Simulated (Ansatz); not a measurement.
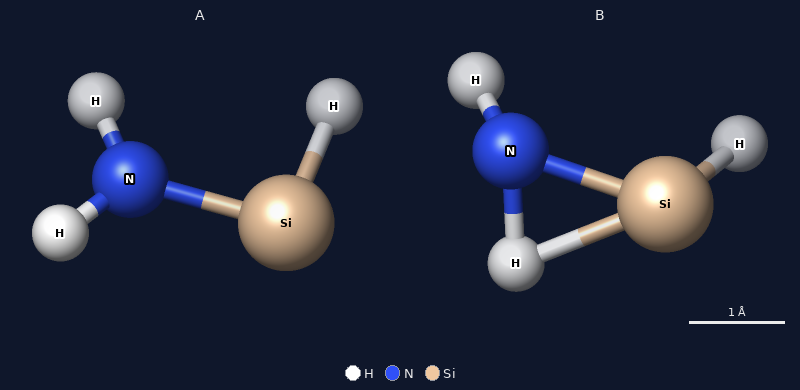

Two geometries of SiNH3 (started from a transition state, displaced along its imaginary mode), drawn at one scale. One is the start of a relaxation, the other its converged end. The picture is a ball-and-stick view, seen at a tilt.

All numbers below come from RKS PBE0-D4/def2-TZVP (Ansatz). Set-up: force threshold 0.005 eV/Å; at most 200 steps.

Question: Which one is relaxed?

Answer: Structure A is the relaxed one. An H atom moves most after the best rigid fit: 0.78 Å. By element the largest moves are H 0.78 Å, N 0.45 Å, Si 0.37 Å. Among the contacts that change: H–Si 1.723 → 2.396 Å, H–N 1.214 → 1.008 Å, H–N 1.050 → 1.008 Å, N–Si 1.722 → 1.707 Å. Among the angles between lasting bonds that change: H–N–Si 69.4° → 121.7°, N–Si–H 108.5° → 94.1°, H–N–H 124.3° → 112.0°. After 10 accepted moves (11 points after the start) the energy has fallen by 1.971 eV. Largest force component: 3.1 eV/Å at the start, under 0.0001 eV/Å at the end. The line search rejected the trial step at point 8 of the run.
